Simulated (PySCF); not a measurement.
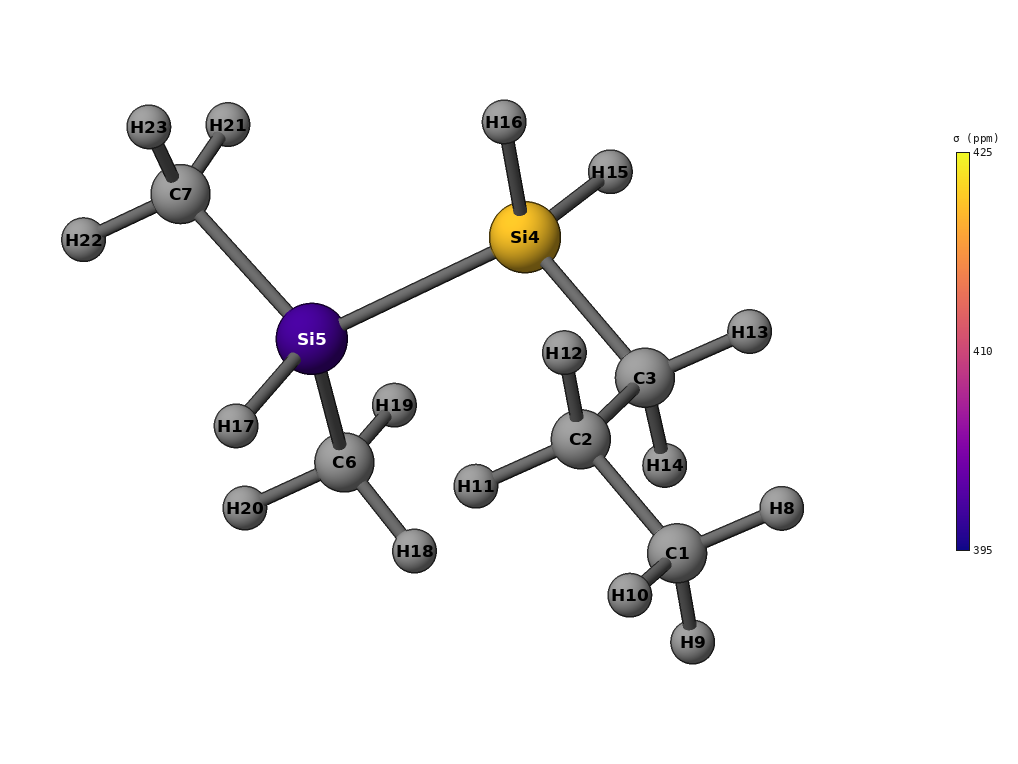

Atoms are coloured by their isotropic NMR shieldings (Si only, the others grey). Computed geometry: GFN2-xTB optimisation. No frequency run is at hand to confirm it as a minimum. Level of theory: GIAO PBE0/pcSseg-1 NMR shielding, non-relativistic, gas phase (PySCF 2.14.0).

List the isotropic NMR shieldings of the Si atoms.

```json
{"atom": "Si4", "σ (ppm)": "421.3"}
{"atom": "Si5", "σ (ppm)": "398.5"}
```

The geometry is semi-empirical. Around Si such bond lengths and angles can be off by a tenth of an ångström or more and by several degrees, and values that hang on the shape move with them.
